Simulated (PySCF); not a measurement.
# Two runs on C3H11NSi

System: C3H11NSi, SMILES CC(C)N[SiH3].
Method of run A: GIAO PBE0/pcSseg-0 NMR shielding, non-relativistic, gas phase (PySCF 2.14.0).

The geometry comes from this level: GFN2-xTB. Text and figures count atoms from 1; the logs count them from 0 in places.

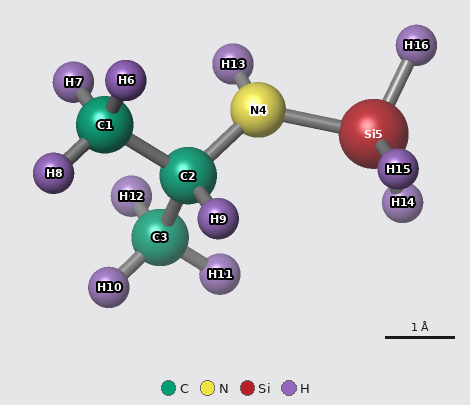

**Figure 1.** The structure (ball-and-stick view, seen at a tilt; atoms are numbered from 1 in the order of the input). Bond lengths as drawn: C–C 1.53 Å, C–H 1.09 to 1.10 Å, C–N 1.45 Å, H–N 1.01 Å, H–Si 1.46 to 1.47 Å and N–Si 1.72 Å.

### Input file, run A
```
{"job": {"kind": "nmr", "xc": "PBE0", "basis": "pcSseg-0", "pop": true}, "charge": 0, "multiplicity": 1}
C     -1.588302     1.093711    -0.055998
C     -0.475822     0.106487     0.295864
C     -0.917241    -1.332029     0.013892
N      0.726936     0.452204    -0.428107
Si     2.314038     0.072136     0.099938
H     -1.256772     2.110768     0.137382
H     -1.846083     1.008404    -1.110395
H     -2.477968     0.894896     0.536152
H     -0.239817     0.197750     1.361641
H     -1.808191    -1.579120     0.585370
H     -0.123678    -2.023893     0.285246
H     -1.137341    -1.456112    -1.045105
H      0.555230     0.471796    -1.423114
H      2.648893    -1.362254     0.166440
H      2.436657     0.629465     1.447075
H      3.181863     0.724733    -0.877693
```

The first line tells a small driver script what to run in PySCF; the rest is the geometry in Å.

Command:
```bash
OMP_NUM_THREADS=1 python <driver script> task.json out
```

Hardware: 1 CPU thread, shared host.

### Output (run A)
```
coarse grid: 12768 points
cycle   1  E = -464.0451298088  dE =  2.131e-01  |g| = 3.894e-01  |ddm| = 3.600e+00
cycle   2  E = -464.0278514247  dE =  1.728e-02  |g| = 4.846e-01  |ddm| = 1.066e+00
cycle   3  E = -464.0816411960  dE = -5.379e-02  |g| = 5.298e-02  |ddm| = 6.606e-01
cycle   4  E = -464.0822020928  dE = -5.609e-04  |g| = 1.958e-02  |ddm| = 8.563e-02
cycle   5  E = -464.0822920854  dE = -8.999e-05  |g| = 2.245e-03  |ddm| = 2.301e-02
cycle   6  E = -464.0822935092  dE = -1.424e-06  |g| = 4.223e-04  |ddm| = 4.299e-03
final grid: 115640 points
cycle   7  E = -464.1007163586  dE = -1.918e-05  |g| = 5.373e-03  |ddm| = 2.782e-02
cycle   8  E = -464.1007141668  dE =  2.192e-06  |g| = 6.171e-03  |ddm| = 1.393e-02
cycle   9  E = -464.1007235618  dE = -9.395e-06  |g| = 5.083e-04  |ddm| = 7.929e-03
cycle  10  E = -464.1007236164  dE = -5.469e-08  |g| = 1.173e-04  |ddm| = 7.339e-04
cycle  11  E = -464.1007236195  dE = -3.022e-09  |g| = 1.810e-05  |ddm| = 1.613e-04
cycle  12  E = -464.1007236196  dE = -9.163e-11  |g| = 5.359e-06  |ddm| = 3.802e-05
converged SCF energy = -464.1007236196

GIAO shielding tensors (ppm)
atom      isotropic    diamagn.    paramagn.     s11        s22        s33       span
  0 C      164.042     246.152     -82.111    143.745    154.452    193.927     50.182
  1 C      146.169     239.123     -92.954    125.029    140.567    172.912     47.883
  2 C      167.503     247.877     -80.374    148.675    160.784    193.050     44.374
  3 N      250.962     327.310     -76.348    203.266    232.181    317.440    114.174
  4 Si     439.146     879.447    -440.301    376.369    404.718    536.351    159.981
  5 H       31.470      29.579       1.891     27.301     29.259     37.852     10.551
  6 H       32.197      30.410       1.788     29.261     30.254     37.076      7.815
  7 H       31.988      30.535       1.453     27.430     29.455     39.078     11.648
  8 H       30.790      31.609      -0.820     27.135     30.299     34.935      7.800
  9 H       32.193      31.147       1.046     27.852     29.594     39.133     11.282
 10 H       31.674      30.206       1.468     26.861     30.828     37.334     10.473
 11 H       32.621      30.758       1.863     29.974     30.545     37.343      7.369
 12 H       35.356      35.026       0.330     26.080     34.523     45.465     19.385
 13 H       28.131      29.065      -0.933     23.067     26.979     34.348     11.280
 14 H       28.519      29.743      -1.224     23.825     27.295     34.437     10.612
 15 H       28.611      29.708      -1.096     24.238     26.718     34.877     10.639
```

For run B the input was changed thus:
```diff
-"xc": "PBE0"
-"basis": "pcSseg-0"
+"xc": "BHandHLYP"
+"basis": "ANO-RCC-VDZP"
```

What does this change do to the results?

The total energies belong to different models, so their difference says nothing on which is more stable or more accurate. The HOMO goes from −6.41 to −7.89 eV. The LUMO goes from 1.02 to 0.82 eV. The dipole moment goes from 0.97 to 1.05 D. Of all shieldings, the largest change is that of Si5, by +41.1 ppm. The functional changes from PBE0 to BHandHLYP. The number of SCF iterations is the same. The basis functions go from 71 to 129.

### Output (run B)
```
coarse grid: 12768 points
cycle   1  E = -464.9754281240  dE =  3.630e-01  |g| = 3.894e-01  |ddm| = 5.032e+00
cycle   2  E = -464.9896649175  dE = -1.424e-02  |g| = 3.352e-01  |ddm| = 6.850e-01
cycle   3  E = -465.0145186411  dE = -2.485e-02  |g| = 5.522e-02  |ddm| = 3.696e-01
cycle   4  E = -465.0150959283  dE = -5.773e-04  |g| = 2.305e-02  |ddm| = 6.267e-02
cycle   5  E = -465.0152243968  dE = -1.285e-04  |g| = 2.480e-03  |ddm| = 2.232e-02
cycle   6  E = -465.0152259199  dE = -1.523e-06  |g| = 4.942e-04  |ddm| = 2.971e-03
final grid: 115640 points
cycle   7  E = -465.0158037726  dE = -1.535e-05  |g| = 2.802e-03  |ddm| = 2.664e-02
cycle   8  E = -465.0158042240  dE = -4.514e-07  |g| = 2.554e-03  |ddm| = 5.048e-03
cycle   9  E = -465.0158058356  dE = -1.612e-06  |g| = 2.334e-04  |ddm| = 2.727e-03
cycle  10  E = -465.0158058456  dE = -1.008e-08  |g| = 1.215e-04  |ddm| = 3.237e-04
cycle  11  E = -465.0158058490  dE = -3.355e-09  |g| = 1.836e-05  |ddm| = 1.155e-04
cycle  12  E = -465.0158058491  dE = -9.595e-11  |g| = 5.382e-06  |ddm| = 2.940e-05
converged SCF energy = -465.0158058491

GIAO shielding tensors (ppm)
atom      isotropic    diamagn.    paramagn.     s11        s22        s33       span
  0 C      161.778     238.447     -76.669    141.856    153.679    189.798     47.942
  1 C      142.390     237.846     -95.457    126.688    138.393    162.088     35.400
  2 C      162.427     240.050     -77.623    144.457    154.557    188.268     43.811
  3 N      221.207     307.554     -86.347    190.218    215.528    257.876     67.659
  4 Si     480.248     887.960    -407.712    442.541    455.634    542.568    100.027
  5 H       30.594      29.874       0.719     26.826     28.469     36.485      9.659
  6 H       31.268      30.766       0.502     28.525     29.592     35.688      7.163
  7 H       30.807      29.553       1.253     26.663     28.444     37.313     10.650
  8 H       29.231      32.756      -3.525     26.237     28.313     33.143      6.906
  9 H       30.849      30.380       0.468     26.712     28.503     37.331     10.618
 10 H       30.484      31.633      -1.149     26.226     29.404     35.824      9.598
 11 H       31.401      31.485      -0.084     28.914     29.505     35.784      6.870
 12 H       32.374      34.675      -2.302     24.516     31.754     40.851     16.335
 13 H       27.229      30.786      -3.558     23.268     25.750     32.669      9.401
 14 H       27.573      30.993      -3.420     24.063     26.166     32.490      8.427
 15 H       27.586      30.027      -2.441     24.193     25.772     32.792      8.599
```

### The two runs side by side

```tsv
quantity	run A	run B
outcome	converged	converged
total energy (hartree)	−464.100724	−465.015806
HOMO (eV)	−6.41	−7.89
LUMO (eV)	1.02	0.82
dipole moment (D)	0.97	1.05
shielding of C1 (ppm)	164.0	161.8
shielding of C2 (ppm)	146.2	142.4
shielding of C3 (ppm)	167.5	162.4
shielding of N4 (ppm)	251.0	221.2
shielding of Si5 (ppm)	439.1	480.2
shielding of H9 (ppm)	30.8	29.2
shielding of H13 (ppm)	35.4	32.4
SCF iterations	12	12
basis functions	71	129
wall time (shared host)	6.5 s	31 s
```
